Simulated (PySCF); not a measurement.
**CF₂, SMILES `F[C]F`: what the electrons do**

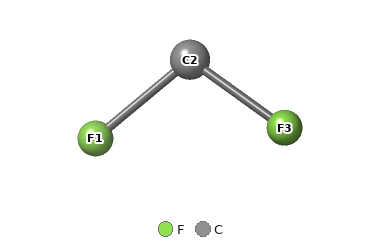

The molecule, with its atoms numbered as below. No frequency check shows the geometry to be a minimum.

Coordinates in Å:

```
F1       1.0365    0.1969    0.0000
C2       0.0000   -0.5906    0.0000
F3      -1.0365    0.1969    0.0000
```

### 1. Bonding charge

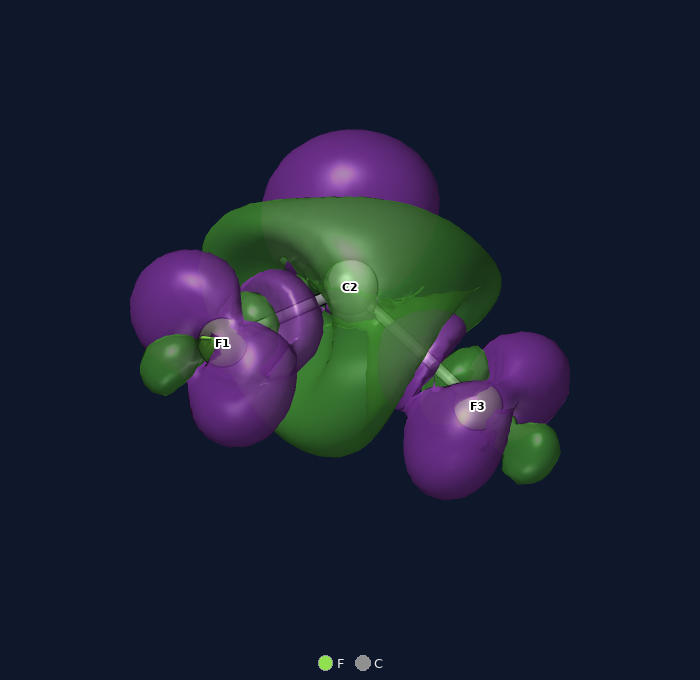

Deformation density (molecule less spherical, spin-averaged free atoms at the same positions), surfaces at ±0.05 e/Å³; purple: gain, green: loss.

PySCF calculation, BP86/def2-SVPD, gas phase; geometry: GFN2-xTB.

**Describe the bonding that the map shows.**

F1–C2 and C2–F3: +0.09 e/Å³ at the bond critical point (bond length 1.30 Å); up to 0.6 Å beside the axis the gain reaches +0.34 e/Å³. In all, 0.6 electrons gather in the regions of gain relative to the promolecule. A small or negative value marks a very polar bond, one between electron-rich atoms, whose free-atom densities already overlap strongly, a long bond to a heavier atom, or a closed-shell contact such as a hydrogen bond.

**Where do the Hirshfeld charges lie?**

The highest Hirshfeld charge is on C2 (+0.07 e), the lowest on F1 and F3 (−0.04 e).

```csv
atom,charge (e)
F1,−0.04
C2,+0.07
F3,−0.04
```

### 2. Bond critical points

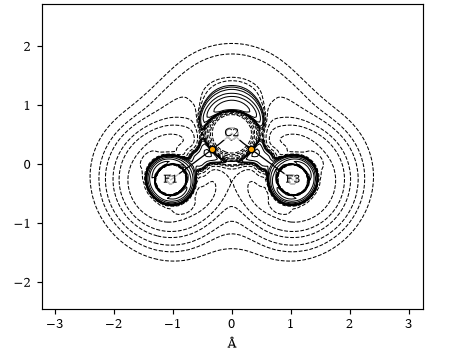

Negative Laplacian of the density (−∇²ρ) in the molecular plane (solid lines positive, dashed lines negative, contours at ±0.02 to ±8 a.u.), with bond paths and bond critical points (dots).

**At which bond critical points in this plane is charge locally concentrated, and at which depleted?**

At none is it concentrated. Depleted (∇²ρ > 0): F1–C2 and C2–F3 (+0.17 a.u., H = −0.420). A positive Laplacian with clearly negative H marks a strongly polar covalent bond, whose critical point lies close to the core of the less electronegative atom.

**Where along F1–C2 does the critical point lie?**

0.87 Å from F1 and 0.43 Å from C2.

### 3. Electrostatic potential

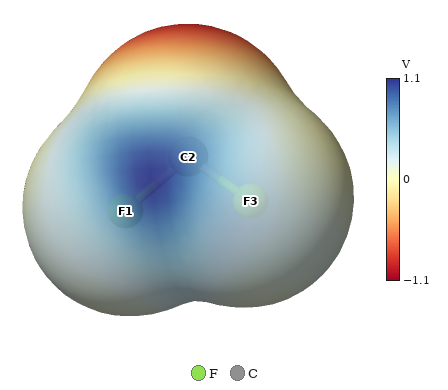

Electrostatic potential on the surface of electron density 0.001 a.u.

**Where are the extremes of the potential on the surface?**

Highest: 1.08 V, off the F1–C2 bond (1.9 Å from its atoms), and at like points elsewhere. Lowest: −0.95 V, 2.1 Å from C2. Further minima include 0.11 V, 1.7 Å from F3, and at like points elsewhere. The surface is sampled at points, so like sites can differ by a few per cent and only the strongest of them is named.

### 4. Excited states

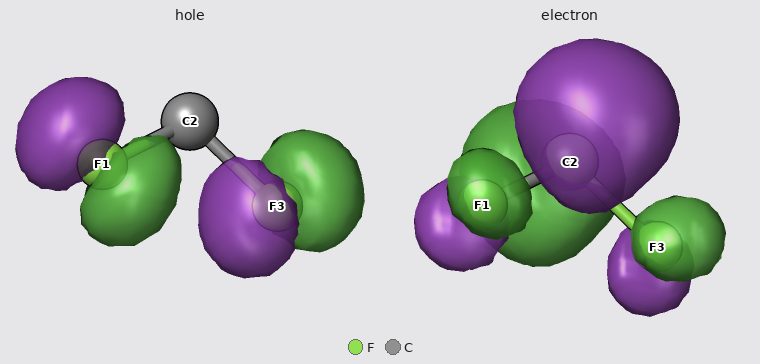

Leading natural transition orbital pair of S₂ (TDA singlet states); the surfaces enclose about 85 % of each orbital's density.

Computed with PySCF, M06-2X/6-31+G*, geometry: GFN2-xTB.

**Give its energy and the atoms that hole and electron lie on.**

8.61 eV (144 nm), f = 0.000 (dark); the leading pair carries 100 %; hole on F1 and F3 (47 % each) and C2 (5 %), electron on C2 (70 %) and F1 and F3 (15 % each); their centroids lie 0.6 Å apart. In canonical orbitals it is mainly HOMO−1 → LUMO (98 %). The HOMO–LUMO gap is 9.11 eV.

### 5. Removing or adding an electron

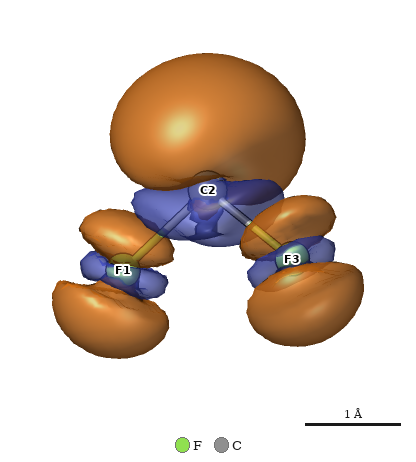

Fukui function f⁻ = ρ(N) − ρ(N−1) at fixed geometry, surfaces at ±0.04 e/Å³ (orange positive, blue negative).

Level of theory: PBE0/6-311+G** (PySCF), at a geometry from GFN2-xTB.

**On which atoms does the density change most on removal of an electron?**

f⁻ (Hirshfeld-condensed) is largest on C2 (0.57); the vertical ionisation energy is 12.06 eV. Condensed values hint at sites of electrophilic attack but needn't mark the atom that reacts. Orbital relaxation makes it negative in places (0.11 e in all).

### 6. Localised orbitals

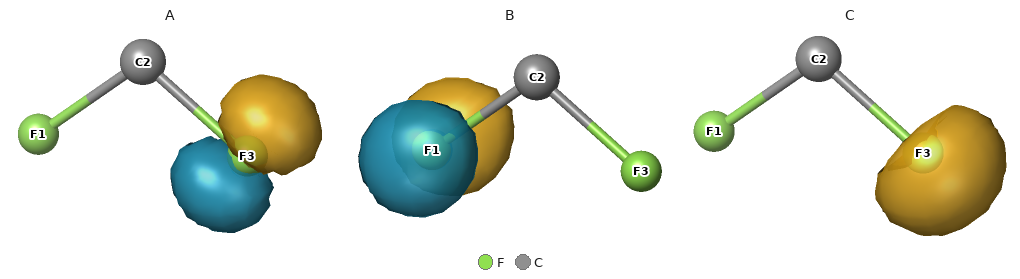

Pipek–Mezey orbitals, occupied; each surface holds about 70 % of the orbital's density. Energies are diagonal elements of the Fock matrix.

Method: B3LYP/def2-SVPD; geometry: GFN2-xTB; program: PySCF.

**Identify each orbital.**

By panel:
- A: lone pair on F3 (p-type) (F3 97 %; −14.0 eV)
- B: lone pair on F1 (p-type) (F1 90 %, C2 10 %; −14.7 eV)
- C: lone pair on F3 (sp0.5-type) (F3 100 %; −25.1 eV)

**Which has the smallest and which the largest spatial spread?**

Smallest: C (0.58 Å); largest: B (0.77 Å).

### 7. Stretching a bond

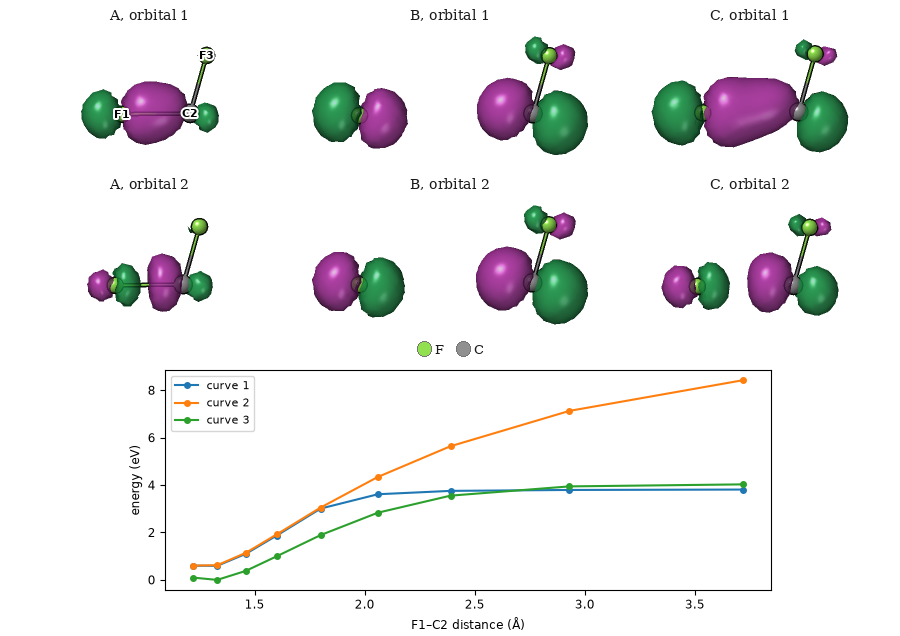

Rigid stretch of the F1–C2 bond. The two CASSCF(2,2) natural orbitals nearest half filling (orbital 1 the more occupied). Below: energies along the scan, from the lowest point of the three curves.

Computed with PySCF, 6-311+G** basis, geometry: GFN2-xTB.

**The columns are at 1.46, 2.06 and 3.72 Å, in some order. Assign them, and give the occupations.**

A: 1.46 Å, occupations 1.97 and 0.03. B: 3.72 Å, occupations 1.07 and 0.93. C: 2.06 Å, occupations 1.79 and 0.21.

**Which curve is which method?**

Curve 1 is UHF. Curve 2 is RHF. Curve 3 is CASSCF(2,2). RHF rises too steeply because it keeps both electrons in one orbital and so mixes in ionic fragments.

UHF already breaks spin symmetry near equilibrium here (⟨S²⟩ = 0.17 at 1.33 Å), for reasons apart from this bond.

**How much energy does the stretch cost?**

By CASSCF, 4.0 eV from the lowest point of the scan (1.33 Å) to 3.72 Å; RHF gives 7.8 eV from its own lowest point. The fragments aren't relaxed and dynamic correlation is missing, so this isn't a bond dissociation energy.

The PySCF runs shown took 5.8 s, 38 s, 33 s, 4.2 s and 67 s on 1 thread of AMD EPYC 7R43 64-Core Processor (Zen 3), with other jobs on the host.
